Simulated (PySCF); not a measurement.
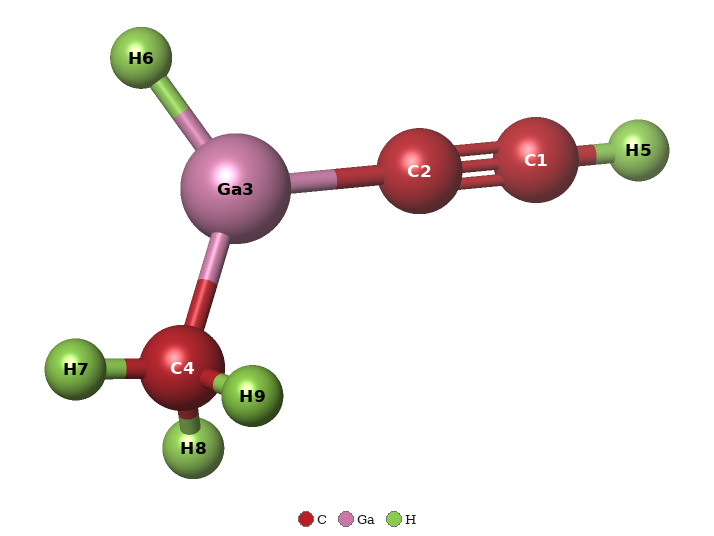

Computed geometry: PBE0-D3(BJ)/def2-SVP optimisation. No frequency run is at hand to confirm it as a minimum. Method: delta-SCF UKS SCAN, pcX-2 on the ionised atom, pcseg-1 elsewhere, spin-free X2C (PySCF 2.14.0).

Give the core-electron binding energies (to vacuum) of C1 1s, C2 1s, C4 1s.

| atom | level | binding energy (eV) |
| --- | --- | --- |
| C1 | 1s | 290.2 |
| C2 | 1s | 289.9 |
| C4 | 1s | 290.1 |
